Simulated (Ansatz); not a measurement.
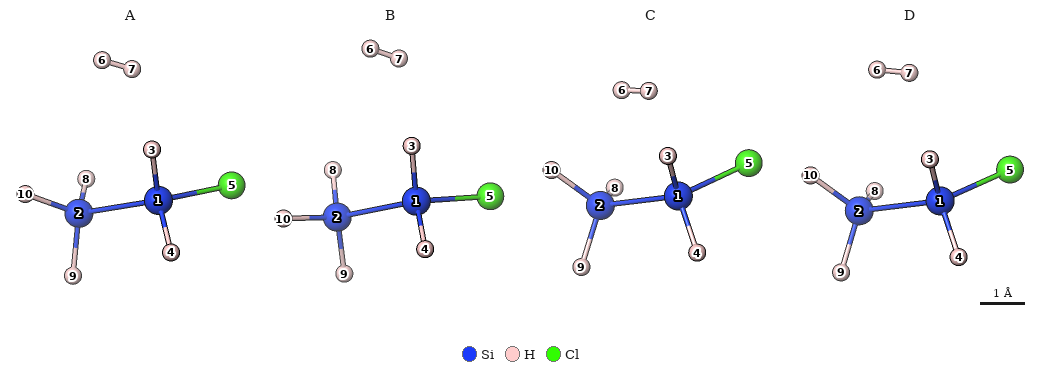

4 geometries from one relaxation of Si₂H₇Cl, in shuffled order. A ball-and-stick model, seen from a free direction.

The run prepares an end point of a later path (reaction) calculation, from a guessed geometry.

Theory: RKS PBE0/def2-SVPD in Ansatz. Set-up: no spin polarisation; force threshold 0.03 eV/Å; at most 50 steps.

Order the frames from highest to lowest energy.

Answer. C, D, A, B. They are steps 0, 7, 17, 23, at +0.229 eV, +0.034 eV, +0.018 eV relative to the last. After 21 accepted moves (23 points after the start) the energy has fallen by 0.229 eV. The largest force component goes from 2.2 to 0.028 eV/Å. The line search rejected the trial steps at points 3, 9 of the run. The forces were under the threshold at step 8, but the run went on from there. H10 moves most after the best rigid fit: 1.19 Å. Largest moves by element: H 1.19 Å, Cl 0.77 Å, Si 0.28 Å. Some distances before and after: Si1–Si2 2.260 → 2.347 Å, H6–H7 0.703 → 0.760 Å. Among the angles between lasting bonds that change: Si2–Si1–Cl5 111.3° → 108.1°. Groups turn about Si1–Si2 by about 60°. Cost: 72 s on 4 threads of Arm Neoverse N1, on a shared host, peak memory 0.32 GiB.

Limits of the set-up: the start holds two separate molecules, 2.5 Å apart at their closest, whose relative position is a soft coordinate and is computed without a dispersion correction.
